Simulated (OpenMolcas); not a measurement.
**doublet CH2FNSi+ at 6 levels**

We compute a comparison of 6 runs (UHF/STO-3G, UB3LYP/6-31G*, UB3LYP/6-311+G**, UBHLYP/6-311+G**, UPBE0/6-311+G**, USVWN5/6-311+G**) of doublet CH2FNSi+. 

The results are computed with OpenMolcas 26.06.

## Step 1: The molecule

CH2FNSi+ has 6 atoms, charge +1, and is taken as a doublet. As SMILES of the parent species, `FC1=N[SiH2]1`. Geometry: relaxed at PBE0-D4/def2-TZVP. That shape belongs to the parent species and isn't relaxed for this state.

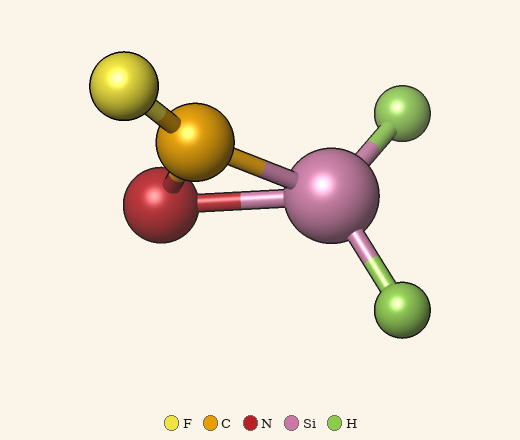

The structure, seen from a chosen angle (fluorine yellow, carbon amber, nitrogen red, silicon pink, hydrogen green).

## Step 2: The energy at UHF/STO-3G (run 1)

input.xyz reads:

```xyz
6

F      1.423100    -1.608300     0.851500
C      0.513000    -0.815400     0.333600
N     -0.624100    -1.110900    -0.124500
Si    -0.284400     0.654600    -0.233900
H      0.001700     1.243400    -1.557500
H     -0.987300     1.572700     0.684600
```

test.inp reads:

```
&GATEWAY
  BasLib=$CurrDir
  Coord=input.xyz
  Basis=STO-3G
  Group=NoSym

&SEWARD

&SCF
  UHF
  Charge=1
  Spin=2
  Thresholds=1e-10 1e-07 1e-07 1e-05
  PrOrbitals=0
```

The basis set STO-3G is read from a file made from the Basis Set Exchange's data (not shown).

On the command line:

```bash
$ export MOLCAS_MEM=1860
$ pymolcas test.inp > test.log
```

The log of the run:

```text
--- Start Module: gateway ---
[...]
--- Stop Module: gateway /rc=_RC_ALL_IS_WELL_ ---
--- Start Module: seward ---
[...]
      Basis functions           26
--- Stop Module: seward /rc=_RC_ALL_IS_WELL_ ---
--- Start Module: scf ---
[...]
       Convergence after  26 Iterations
[...]
::    Total SCF energy                               -475.6414821462
[...]
      Total spin, S                                     0.5835280999
[...]
      Total electronic charge=   37.000000
      Total            charge=    1.000000
[...]
      Dipole Moment (debye):
      Origin of the operator (angstrom)=    0.2067   -0.4633    0.1469
                   X= -1.2863E+00               Y=  3.4569E+00               Z= -1.0748E+00           Total=  3.8418E+00
      Center of Charge (angstrom)
[...]
--- Stop Module: scf /rc=_RC_ALL_IS_WELL_ ---
[...]
```

Wall time 2.1 s (1 thread of Arm Neoverse V1, shared host); peak memory 0.37 GiB.

## Step 3: The energy at UB3LYP/6-31G(d) (Cartesian functions) (run 2)

run.inp reads:

```
* CH2FNSi Kohn-Sham DFT

&GATEWAY
 BASLIB=$CurrDir
 BASISSET
 F.6-31Gs....
 F1 1.423100 -1.608300 0.851500 angstrom
 End of Basis
 BASISSET
 C.6-31Gs....
 C2 0.513000 -0.815400 0.333600 angstrom
 End of Basis
 BASISSET
 N.6-31Gs....
 N3 -0.624100 -1.110900 -0.124500 angstrom
 End of Basis
 BASISSET
 Si.6-31Gs....
 Si4 -0.284400 0.654600 -0.233900 angstrom
 End of Basis
 BASISSET
 H.6-31Gs....
 H5 0.001700 1.243400 -1.557500 angstrom
 H6 -0.987300 1.572700 0.684600 angstrom
 End of Basis

&SEWARD
 GRIDINPUT
 Grid=UltraFine
 End of Grid

&SCF
 UHF
 CHARGE=1
 SPIN=2
 KSDFT=B3LYP
 THRESHOLDS=1e-10 1e-07 1e-07 1e-05
 PRORBITALS=1 1
```

The basis set 6-31G* is read from a file made from the Basis Set Exchange's data (not shown).

On the command line:

```bash
$ export MOLCAS_MEM=1860
$ pymolcas run.inp > run.log
```

The log of the run:

```text
--- Start Module: gateway ---
[...]
--- Stop Module: gateway /rc=_RC_ALL_IS_WELL_ ---
--- Start Module: seward ---
[...]
      Basis functions           68
--- Stop Module: seward /rc=_RC_ALL_IS_WELL_ ---
[...]
--- Start Module: scf ---
[...]
       Convergence after  20 Iterations
[...]
::    Total KS-DFT energy                            -482.9669046354
[...]
      Total spin, S                                     0.5023253560
[...]
      Total electronic charge=   37.000000
      Total            charge=    1.000000
[...]
      Dipole Moment (debye):
      Origin of the operator (angstrom)=    0.2067   -0.4633    0.1469
                   X= -8.8205E-01               Y=  3.3378E+00               Z= -8.7910E-01           Total=  3.5625E+00
      Center of Charge (angstrom)
[...]
--- Stop Module: scf /rc=_RC_ALL_IS_WELL_ ---
[...]
```

Wall time 31 s (1 thread of Arm Neoverse V1, shared host); peak memory 0.41 GiB.

Runs 3 to 5 aren't shown in full; the table further down has their settings and results.

## Step 4: A single-point energy at USVWN5/6-311+G(d,p) (run 6)

job.input reads:

```
>>> EXPORT MOLCAS_PRINT=2
&GATEWAY
BasLib=$CurrDir
Coord
6
angstrom
F        1.423100      -1.608300       0.851500
C        0.513000      -0.815400       0.333600
N       -0.624100      -1.110900      -0.124500
Si      -0.284400       0.654600      -0.233900
H        0.001700       1.243400      -1.557500
H       -0.987300       1.572700       0.684600
Basis=6-311pGss
Group=NoSym
&SEWARD
GridInput
Grid=UltraFine
End of Grid
&SCF
UHF
Charge=1
Spin=2
KSDFT=SVWN5
Thresholds=1e-10 1e-07 1e-07 1e-05
PrOrbitals=1 2
```

The basis set 6-311+G** is read from a file made from the Basis Set Exchange's data (not shown).

On the command line:

```bash
$ export MOLCAS_MEM=1860
$ pymolcas job.input > job.log
```

The log of the run:

```text
--- Start Module: gateway ---
[...]
--- Stop Module: gateway /rc=_RC_ALL_IS_WELL_ ---
--- Start Module: seward ---
[...]
      Basis functions          108
--- Stop Module: seward /rc=_RC_ALL_IS_WELL_ ---
[...]
--- Start Module: scf ---
[...]
       Convergence after  23 Iterations
[...]
::    Total KS-DFT energy                            -480.4519462214
[...]
      Total spin, S                                     0.5010475889
[...]
      Total electronic charge=   37.000000
      Total            charge=    1.000000
[...]
      Dipole Moment (debye):
      Origin of the operator (angstrom)=    0.2067   -0.4633    0.1469
                   X= -9.9182E-01               Y=  3.4969E+00               Z= -9.5089E-01           Total=  3.7572E+00
      Center of Charge (angstrom)
[...]
--- Stop Module: scf /rc=_RC_ALL_IS_WELL_ ---
[...]
```

Wall time 44 s (1 thread of Arm Neoverse V1, shared host); peak memory 0.63 GiB.

## Step 5: The series

| run | level | Cartesian functions | integration grid | energy (Eh) | HOMO energy (eV) | LUMO energy (eV) | ⟨S²⟩ | wall time |
| --- | --- | --- | --- | --- | --- | --- | --- | --- |
| 1 | UHF/STO-3G | no | – | -475.641482 | -17.01 | -4.32 | 0.924 | 2.1 s |
| 2 | UB3LYP/6-31G* (Cartesian functions) | yes | UltraFine | -482.966905 | -15.80 | -12.39 | 0.755 | 31 s |
| 3 | UB3LYP/6-311+G** | no | UltraFine | -483.048096 | -15.89 | -12.54 | 0.755 | 71 s |
| 4 | UBHLYP/6-311+G** | no | UltraFine | -482.932288 | -17.37 | -10.96 | 0.761 | 75 s |
| 5 | UPBE0/6-311+G** | no | UltraFine | -482.701068 | -16.09 | -12.20 | 0.756 | 69 s |
| 6 | USVWN5/6-311+G** | no | UltraFine | -480.451946 | -14.75 | -13.70 | 0.752 | 44 s |

## Step 6: Results

| quantity | value |
| --- | --- |
| run 6: total energy | -480.45195 Eh |
| run 6: HOMO energy (highest over α and β) | -14.75 eV |
| run 6: LUMO energy (lowest over α and β) | -13.70 eV |
| run 6: ⟨S²⟩ | 0.752 |

Totals of different functionals can't be ranked against each other. In run 1 the basis is minimal, so the values are rough. Spin contamination of the reference: run 1 ⟨S²⟩ = 0.92. All runs together took 4.9 min, the longest 75 s.
